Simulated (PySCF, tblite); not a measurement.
# C₆H₁₃B₃O: geometry, infrared bands and NMR shifts

What infrared bands and NMR shifts should C₆H₁₃B₃O (`BOB[C@@H](C#CC)B(C)C`) show?

The runs use tblite 0.8.0 and PySCF 2.14.0, with density-fitted response routines of our own; the level of theory stands in each step. All values are computed, except where a source is named. Atoms count from 0, in the outputs and in this text.

**1. Starting geometry**

23 atoms, charge 0, multiplicity 1; geometry from: force field or distance geometry start.

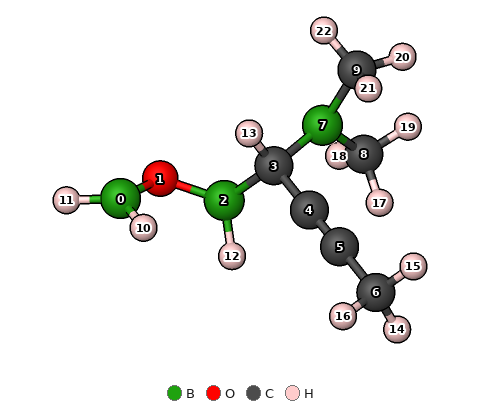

As it starts; boron green, oxygen red, carbon dark grey, hydrogen pink, atoms numbered; sticks join atoms by distance.

**2. Geometry optimisation with GFN2-xTB**

Job settings and geometry (Å):

```
{"job": {"kind": "relax", "xc": "GFN2-xTB", "basis": "xTB"}, "charge": 0, "multiplicity": 1}
B      3.687500    -1.028600    -0.286600
O      2.535400    -1.700600    -0.905100
B      1.397600    -0.825500    -1.037800
C      0.422500    -0.523800     0.169300
C      0.125100     0.903300     0.285100
C     -0.140700     2.079200     0.364400
C     -0.448300     3.528400     0.454500
B     -0.947600    -1.298600     0.057700
C     -1.883100    -1.196600    -1.221300
C     -1.745100    -1.488300     1.445500
H      3.569800     0.089200     0.042400
H      4.737000    -1.485100    -0.496100
H      1.520800     0.097400    -1.791500
H      0.902700    -0.832300     1.119900
H     -0.823100     3.916200    -0.518100
H     -1.224000     3.663000     1.226500
H      0.492000     4.079200     0.695400
H     -1.881400    -0.138600    -1.599200
H     -1.589000    -1.878800    -2.017800
H     -2.939300    -1.400700    -0.941400
H     -2.836500    -1.647700     1.261600
H     -1.652500    -0.544400     2.022100
H     -1.284500    -2.339200     1.953500
```

Command:

```
$ OMP_NUM_THREADS=1 python probes_run.py task.json out
```

The driver reads the jobs from task.json and runs them one after another.

**Question.** This job is followed by: GFN2-xTB harmonic vibrations, gas phase; GIAO PBE0/pcSseg-1 NMR shielding, non-relativistic, gas phase. What will the session give for the following? strongest single infrared mode (GFN2-xTB); zero-point energy (GFN2-xTB); 13C shifts against TMS (PBE0/pcSseg-1, means over atoms taken as alike); 1H shifts against TMS (PBE0/pcSseg-1, means over atoms taken as alike); 11B shifts against BF3·OEt2 (PBE0/pcSseg-1); 17O shifts against H2O (PBE0/pcSseg-1).

**Answer**, as computed:

| quantity | value |
| --- | --- |
| strongest single infrared mode (GFN2-xTB) | 1613 cm⁻¹, 341 km/mol |
| zero-point energy (GFN2-xTB) | 111.6 kcal/mol |
| 13C shifts against TMS (PBE0/pcSseg-1, means over atoms taken as alike) | 86.3, 83.8, 46.7, 16.5, 5.2 ppm |
| 1H shifts against TMS (PBE0/pcSseg-1, means over atoms taken as alike) | 5.48, 5.46, 2.88, 2.07, 1.05 ppm |
| 11B shifts against BF3·OEt2 (PBE0/pcSseg-1) | 87.4, 41.5, 40.0 ppm |
| 17O shifts against H2O (PBE0/pcSseg-1) | 327.4 ppm |

**Reading.** Relaxing lowered the energy by 1.996 eV in 183 steps; the close pair that moved most is B0–O1, from 1.470 to 1.297 Å. The lowest mode is slightly imaginary (20i cm⁻¹), a soft motion within the noise of the Hessian, so the minimum is not strictly shown. The strongest single mode, at 1613 cm⁻¹, moves mainly O1. GFN2-xTB is a fitted tight-binding method: band positions and strengths are rough. Its intensities can rank the bands wrongly.
